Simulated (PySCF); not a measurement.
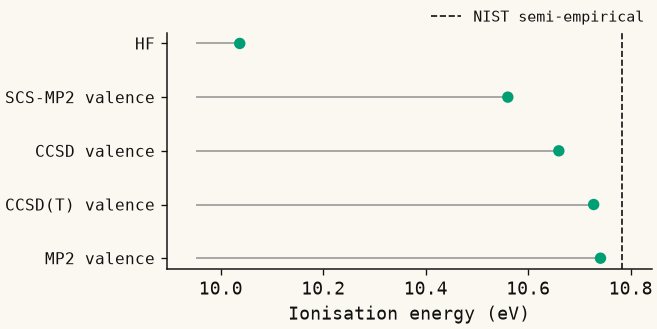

The ionisation energy of Nd⁺ ([Xe] 4f⁴ 6s → [Xe] 4f⁴) across levels of theory. PySCF, x2c-TZVPPall, spin-free X2C-1e, unrestricted single determinants, no spin-orbit coupling. Methods marked “valence” freeze 46 core electrons.

Which methods come out highest, lowest and best?

The values run from 10.037 eV (HF) to 10.741 eV (MP2 valence). The NIST semi-empirical value is 10.783 ± 0.02 eV; nearest to it come MP2 valence (−0.042) and CCSD(T) valence (−0.055), furthest HF (−0.746 eV).

```json
{"Method": "HF", "Ionisation energy (eV)": "10.037"}
{"Method": "MP2 valence", "Ionisation energy (eV)": "10.741"}
{"Method": "SCS-MP2 valence", "Ionisation energy (eV)": "10.560"}
{"Method": "CCSD valence", "Ionisation energy (eV)": "10.660"}
{"Method": "CCSD(T) valence", "Ionisation energy (eV)": "10.728"}
```

Known limits: determinant is not a pure L term; determinant is not a pure L term.
